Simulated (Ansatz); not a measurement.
```xyz
6

Si    0.3093   -0.8152    0.3385
F    -1.2134   -1.1502    0.6729
F     0.6963   -1.7072   -0.9226
H     0.9716    0.6562    0.5012
S     0.0665    1.3402   -0.7669
H    -0.8303    1.6763    0.1769
```

A transition-state structure; geometry: PBE0-D4/def2-TZVP.

Computed with Ansatz 0.2.0, RKS PBE0-D4/def2-TZVPP.

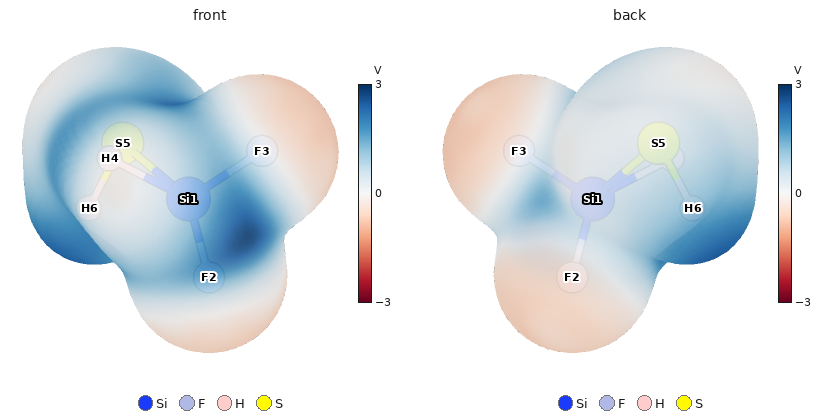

F₂H₂SSi. The molecular electrostatic potential painted on the density surface at 0.004 e/bohr³, seen from the front and from behind; red is negative and blue positive.

Question: Where is the surface potential most negative and most positive?

Answer: The most negative region (about −0.7 V) lies over F3, the most positive (about +2.6 V) over Si1.
